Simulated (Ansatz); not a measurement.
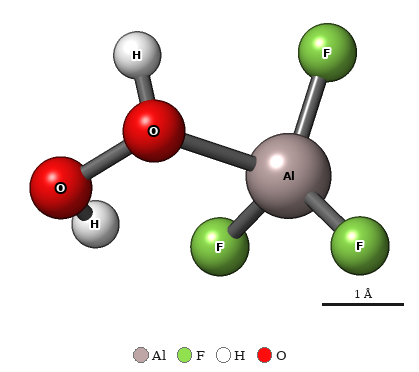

**Figure 1.** The input geometry (ball-and-stick view, seen at a tilt). Sticks mark near contacts.

**Nudged elastic band of AlH₂O₂F₃**

AlH₂O₂F₃, computed with RKS r2SCAN/def2-SVP (Ansatz 0.2.0).

It belongs to a series of runs on one base structure; here: band between the two ends.

Input
```yaml
crystal:
  periodic: [false, false, false]
  atoms:
    - { symbol: Al, position_ang: [-1.022, 0.015223, -0.229875] }
    - { symbol: F, position_ang: [-0.641322, -1.369011, 0.659715] }
    - { symbol: F, position_ang: [-1.556855, -0.215506, -1.776596] }
    - { symbol: F, position_ang: [-1.532733, 1.340132, 0.633405] }
    - { symbol: H, position_ang: [1.072597, -1.117791, 0.552752] }
    - { symbol: O, position_ang: [1.753081, -0.498219, 0.180028] }
    - { symbol: O, position_ang: [0.86487, 0.541676, -0.298934] }
    - { symbol: H, position_ang: [1.06246, 1.303395, 0.279506] }
basis:
  gaussian: { orbitals: def2-SVP }
hamiltonian:
  xc: r2scan
neb:
  order_check: false
  images: 5
  f_tol: 0.03
  max_iterations: 60
  final_atoms:
    - { symbol: Al, position_ang: [-0.52751607, 0.14857929, -0.07585938] }
    - { symbol: F, position_ang: [-0.65559525, -1.77478655, 0.5550334] }
    - { symbol: F, position_ang: [-1.03919714, -0.08545216, -1.63794068] }
    - { symbol: F, position_ang: [-1.56801645, 0.74790613, 1.06835487] }
    - { symbol: H, position_ang: [0.12777064, -1.96130036, 1.03606541] }
    - { symbol: O, position_ang: [1.21823586, 0.00967824, 0.24748073] }
    - { symbol: O, position_ang: [0.98434767, 1.44307166, -0.17208018] }
    - { symbol: H, position_ang: [1.46006875, 1.47220274, -1.02105317] }
  initial_path:
    images:
      - { positions_ang: [[-1.022, 0.015223, -0.229875], [-0.641322, -1.369011, 0.659715], [-1.556855, -0.215506, -1.776596], [-1.532733, 1.340132, 0.633405], [1.072597, -1.117791, 0.552752], [1.753081, -0.498219, 0.180028], [0.86487, 0.541676, -0.298934], [1.06246, 1.303395, 0.279506]] }
      - { positions_ang: [[-0.96356324, 0.05705188, -0.22912517], [-0.55923244, -1.41675019, 0.7741877], [-1.43641161, -0.26931628, -1.76152045], [-1.62140226, 1.30841563, 0.59413606], [0.91476185, -1.16074901, 0.49441538], [1.58822666, -0.47847297, 0.00188051], [0.84494619, 0.62836063, -0.12188784], [1.23277285, 1.3313593, 0.24791481]] }
      - { positions_ang: [[-0.90512648, 0.09888077, -0.22837534], [-0.47714287, -1.46448937, 0.8886604], [-1.31596822, -0.32312655, -1.7464449], [-1.71007153, 1.27669927, 0.55486713], [0.7569267, -1.20370703, 0.43607877], [1.42337232, -0.45872695, -0.17626698], [0.82502238, 0.71504526, 0.05515832], [1.4030857, 1.3593236, 0.21632361]] }
      - { positions_ang: [[-0.84668972, 0.14070965, -0.22762551], [-0.39505331, -1.51222856, 1.00313309], [-1.19552483, -0.37693683, -1.73136936], [-1.79874079, 1.2449829, 0.51559819], [0.59909154, -1.24666504, 0.37774215], [1.25851798, -0.43898092, -0.35441447], [0.80509857, 0.80172989, 0.23220448], [1.57339856, 1.3872879, 0.18473242]] }
      - { positions_ang: [[-0.7402985, 0.14333286, -0.1770368], [-0.48190062, -1.59974789, 0.85376653], [-1.1434156, -0.27977527, -1.70022646], [-1.72183268, 1.07929065, 0.69985042], [0.44198458, -1.48487682, 0.59718324], [1.24509061, -0.28942787, -0.15378274], [0.86484827, 1.01551048, 0.09744293], [1.53562195, 1.41559285, -0.21719611]] }
      - { positions_ang: [[-0.63390729, 0.14595608, -0.12644809], [-0.56874794, -1.68726722, 0.70439997], [-1.09130637, -0.18261372, -1.66908357], [-1.64492457, 0.91359839, 0.88410264], [0.28487761, -1.72308859, 0.81662432], [1.23166324, -0.13987481, 0.046849], [0.92459797, 1.22929107, -0.03731863], [1.49784535, 1.4438978, -0.61912464]] }
      - { positions_ang: [[-0.52751607, 0.14857929, -0.07585938], [-0.65559525, -1.77478655, 0.5550334], [-1.03919714, -0.08545216, -1.63794068], [-1.56801645, 0.74790613, 1.06835487], [0.12777064, -1.96130036, 1.03606541], [1.21823586, 0.00967824, 0.24748073], [0.98434767, 1.44307166, -0.17208018], [1.46006875, 1.47220274, -1.02105317]] }
```

Launch command:
```bash
ansatz run input.yaml --threads 2 --pin off --max-ram 3072MiB --backend cpu --events-out ev --progress --plain --runs-dir out
```

What the program printed
```
Engine: ansatz 0.2.0, aarch64-unknown-linux-gnu
Functional definition: r2SCAN
  parameter k0 = 0.174
  parameter k1 = 0.065
  parameter a1 = 4.9479
  exchange = r2scan_x(k0 = k0, k1 = k1, a1 = a1)
  correlation = r2scan_c
1039 factors; their error is unknown
mean field evaluation 1: about -18854.3529 eV, gradient 6.4e1 eV
mean field evaluation 2: about -18843.8282 eV, gradient 1.1e2 eV
mean field evaluation 4: about -18860.6730 eV, gradient 3.4e0 eV
mean field evaluation 8: about -18860.6455 eV, gradient 1.0e-1 eV
mean field evaluation 16: about -18860.6455 eV, gradient 1.7e-5 eV
mean field -18860.64548113 eV, -693.1159372269 hartree, gradient 1.7e-5 eV, S^2 0.000000; 0 other end points of the search recorded, 0 dependent functions left out
the calculation of the forces begins
reference -18860.64549337 eV, -693.1159376766 hartree; 29, 29 occupied and 69, 69 virtual orbitals, 1039 factors
1039 factors; their error is unknown
mean field evaluation 32: about -18859.5691 eV, gradient 2.3e-5 eV
mean field -18859.56911523 eV, -693.0763815098 hartree, gradient 2.3e-5 eV, S^2 0.000000; 0 other end points of the search recorded, 0 dependent functions left out
[... from here on the field's lines of each further geometry are left out, up to the last ...]
NEB iter   1: max|band force component| = 7.544e0 eV/Å  barrier→ = 2.4427 eV  barrier← = 1.3664 eV  Δτ_max = 0.1995 Å  (188 SCF iters)
NEB iter   2: max|band force component| = 2.401e0 eV/Å  barrier→ = 1.5125 eV  barrier← = 0.4362 eV  Δτ_max = 0.1988 Å  (159 SCF iters)
NEB iter   3: max|band force component| = 1.769e0 eV/Å  barrier→ = 1.3285 eV  barrier← = 0.2521 eV  Δτ_max = 0.1479 Å  (158 SCF iters)
NEB iter   4: max|band force component| = 7.866e-1 eV/Å  barrier→ = 1.2426 eV  barrier← = 0.1663 eV  Δτ_max = 0.1264 Å  (153 SCF iters)
NEB iter   5: max|band force component| = 5.619e-1 eV/Å  barrier→ = 1.1898 eV  barrier← = 0.1134 eV  Δτ_max = 0.2000 Å  (146 SCF iters)
NEB iter   6: max|band force component| = 5.457e-1 eV/Å  barrier→ = 1.1780 eV  barrier← = 0.1016 eV  Δτ_max = 0.0539 Å  (157 SCF iters)
NEB iter   7: max|band force component| = 4.314e-1 eV/Å  barrier→ = 1.1734 eV  barrier← = 0.0970 eV  CI = image 4  Δτ_max = 0.0773 Å  (149 SCF iters)
NEB iter   8: max|band force component| = 3.380e-1 eV/Å  barrier→ = 1.1733 eV  barrier← = 0.0969 eV  CI = image 4  Δτ_max = 0.0249 Å  (145 SCF iters)
NEB iter   9: max|band force component| = 1.535e-1 eV/Å  barrier→ = 1.1733 eV  barrier← = 0.0969 eV  CI = image 4  Δτ_max = 0.0136 Å  (148 SCF iters)
NEB iter  10: max|band force component| = 7.129e-2 eV/Å  barrier→ = 1.1730 eV  barrier← = 0.0967 eV  CI = image 4  Δτ_max = 0.0140 Å  (142 SCF iters)
NEB iter  11: max|band force component| = 3.593e-2 eV/Å  barrier→ = 1.1730 eV  barrier← = 0.0966 eV  CI = image 4  Δτ_max = 0.0037 Å  (134 SCF iters)
the calculation of the forces begins
reference -18859.51914259 eV, -693.0745450488 hartree; 29, 29 occupied and 69, 69 virtual orbitals, 1039 factors
1039 factors; their error is unknown
mean field evaluation 576: about -18859.5171 eV, gradient 5.0e-2 eV
mean field -18859.47247955 eV, -693.0728302139 hartree, gradient 1.3e-5 eV, S^2 0.000000; 1 other end points of the search recorded, 0 dependent functions left out
the calculation of the forces begins
reference -18859.47249212 eV, -693.0728306758 hartree; 29, 29 occupied and 69, 69 virtual orbitals, 1039 factors
NEB iter  12: max|band force component| = 1.268e-2 eV/Å  barrier→ = 1.1730 eV  barrier← = 0.0966 eV  CI = image 4  Δτ_max = 0.0000 Å  (257 SCF iters)
```

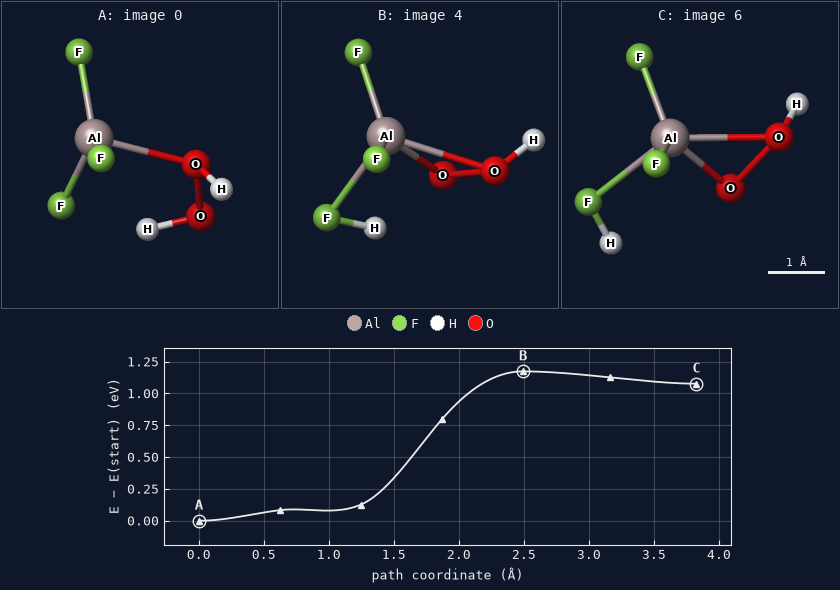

**Figure 2.** Images of the last band (counted from 0; ball-and-stick, seen at a tilt) above the energy along the path; the line is a cubic interpolation that uses the forces. The highest image is number 4, 1.173 eV above the start and 0.097 eV above the end (the climbing image); the end lies 1.076 eV above the start. The path is 3.83 Å long. The band converged in 12 iterations.

```
Total energy: -18859.47249212 eV, -693.0728306758 hartree
Atom 0 at    -0.684611     0.032063    -0.251265 Å, force    -0.000534     0.001255    -0.005276 eV/Å
Atom 1 at    -0.571247    -1.623532     0.808501 Å, force    -0.007500    -0.002960     0.001700 eV/Å
Atom 2 at    -1.190300    -0.171505    -1.815040 Å, force    -0.001238    -0.000858     0.001213 eV/Å
Atom 3 at    -1.705226     0.848916     0.767746 Å, force     0.001086    -0.000169     0.000187 eV/Å
Atom 4 at     0.393202    -1.361890     0.803650 Å, force     0.006168    -0.002838     0.001941 eV/Å
Atom 5 at     1.118501    -0.336350    -0.139322 Å, force     0.000125     0.003744    -0.000948 eV/Å
Atom 6 at     1.024789     1.106817     0.245031 Å, force     0.003960     0.003457    -0.002437 eV/Å
Atom 7 at     1.614989     1.505380    -0.419301 Å, force    -0.002067    -0.001631     0.003619 eV/Å
Dipole moment:     0.691123     0.056203     0.050250 e Å
this run last wrote the band of iteration 12 to [file]
```

The last band as extended XYZ (Å, eV, eV/Å)
```
8
Properties=species:S:1:pos:R:3:forces:R:3 image=0 energy=-18860.64548
Al   -1.0220    0.0152   -0.2299    0.0012   0.0159  -0.0013
F    -0.6413   -1.3690    0.6597    0.0032  -0.0151   0.0032
F    -1.5569   -0.2155   -1.7766    0.0013  -0.0048   0.0031
F    -1.5327    1.3401    0.6334   -0.0018  -0.0016  -0.0053
H     1.0726   -1.1178    0.5528   -0.0031  -0.0040   0.0036
O     1.7531   -0.4982    0.1800   -0.0031  -0.0012  -0.0038
O     0.8649    0.5417   -0.2989   -0.0033   0.0246   0.0080
H     1.0625    1.3034    0.2795    0.0057  -0.0138  -0.0075
8
Properties=species:S:1:pos:R:3:forces:R:3 image=1 energy=-18860.56277
Al   -1.0550    0.0430   -0.1662   -0.0177  -0.0011  -0.0248
F    -0.6670   -1.3870    0.6507    0.0038   0.0041  -0.0146
F    -1.3872   -0.1069   -1.7811   -0.0679  -0.0080  -0.0047
F    -1.8129    1.2342    0.7006    0.0202   0.0223  -0.0037
H     1.0379   -1.1576    0.5636    0.0305  -0.0024   0.0106
O     1.7179   -0.5340    0.1937    0.0359   0.0096   0.0401
O     0.8105    0.5542   -0.1050   -0.0034  -0.0330  -0.0733
H     1.3559    1.3540   -0.0562   -0.0014   0.0085   0.0705
8
Properties=species:S:1:pos:R:3:forces:R:3 image=2 energy=-18860.51924
Al   -0.9866    0.0465   -0.1253   -0.1512   0.0739   0.0593
F    -0.6969   -1.4021    0.7117   -0.0090   0.1034  -0.0501
F    -1.0934   -0.0639   -1.7745    0.0187   0.0503   0.0371
F    -1.8959    1.1418    0.7112   -0.1268   0.1617  -0.0262
H     0.9112   -1.1516    0.5264    0.2377  -0.0494  -0.0897
O     1.5615   -0.5667    0.0376    0.3298  -0.0587   0.1260
O     0.8388    0.6936    0.2348   -0.1228  -0.2110  -0.0586
H     1.3613    1.3023   -0.3220   -0.1763  -0.0702   0.0023
8
Properties=species:S:1:pos:R:3:forces:R:3 image=3 energy=-18859.84920
Al   -0.8328   -0.0345   -0.1937   -0.3472  -0.1854   0.1765
F    -0.6905   -1.5088    0.7493   -0.1779   0.2652  -0.0570
F    -1.0855   -0.1169   -1.8283    0.1261   0.0524   0.0441
F    -1.7840    0.9699    0.7126   -0.1595   0.2499  -0.0501
H     0.6718   -1.1010    0.6243    0.7177   0.6182  -0.3918
O     1.2343   -0.5027   -0.0757    0.2572  -0.3368   0.0763
O     0.9470    0.9067    0.3153   -0.1811  -0.4291   0.0728
H     1.5398    1.3870   -0.3037   -0.2353  -0.2344   0.1292
8
Properties=species:S:1:pos:R:3:forces:R:3 image=4 energy=-18859.47248
Al   -0.6846    0.0321   -0.2513   -0.0005   0.0013  -0.0053
F    -0.5712   -1.6235    0.8085   -0.0075  -0.0030   0.0017
F    -1.1903   -0.1715   -1.8150   -0.0012  -0.0009   0.0012
F    -1.7052    0.8489    0.7677    0.0011  -0.0002   0.0002
H     0.3932   -1.3619    0.8036    0.0062  -0.0028   0.0019
O     1.1185   -0.3363   -0.1393    0.0001   0.0037  -0.0009
O     1.0248    1.1068    0.2450    0.0040   0.0035  -0.0024
H     1.6150    1.5054   -0.4193   -0.0021  -0.0016   0.0036
8
Properties=species:S:1:pos:R:3:forces:R:3 image=5 energy=-18859.51913
Al   -0.6079    0.0842   -0.1922    0.0141   0.0103   0.0043
F    -0.6235   -1.7523    0.6704   -0.0105  -0.0210  -0.0244
F    -1.1466   -0.1036   -1.7478    0.0167   0.0126   0.0036
F    -1.6188    0.7601    0.9342    0.0092  -0.0136   0.0166
H     0.2616   -1.6310    0.9938   -0.0299  -0.0434   0.0303
O     1.1483   -0.1920    0.0417    0.0065   0.0215   0.0350
O     1.0098    1.3028    0.0281   -0.0038   0.0300  -0.0270
H     1.5773    1.5317   -0.7282   -0.0024   0.0037  -0.0384
8
Properties=species:S:1:pos:R:3:forces:R:3 image=6 energy=-18859.56911
Al   -0.5275    0.1486   -0.0759    0.0033   0.0110   0.0184
F    -0.6556   -1.7748    0.5550    0.0041  -0.0017  -0.0010
F    -1.0392   -0.0855   -1.6379   -0.0023  -0.0005  -0.0012
F    -1.5680    0.7479    1.0684    0.0016  -0.0080  -0.0110
H     0.1278   -1.9613    1.0361   -0.0057   0.0038  -0.0036
O     1.2182    0.0097    0.2475   -0.0035   0.0191  -0.0015
O     0.9843    1.4431   -0.1721    0.0023  -0.0238   0.0142
H     1.4601    1.4722   -1.0211    0.0001   0.0003  -0.0142
```

Results in brief

| quantity | value |
| --- | --- |
| outcome | converged |
| barrier, forward | 1.173 eV |
| barrier, backward | 0.097 eV |
| hardware | 2 threads of Arm Neoverse V1, 24 GiB of memory available, shared host |
| wall time | 3.7 min (CPU time 7.3 min) |
| peak memory | 0.16 GiB |

The order of the saddle point was not checked.
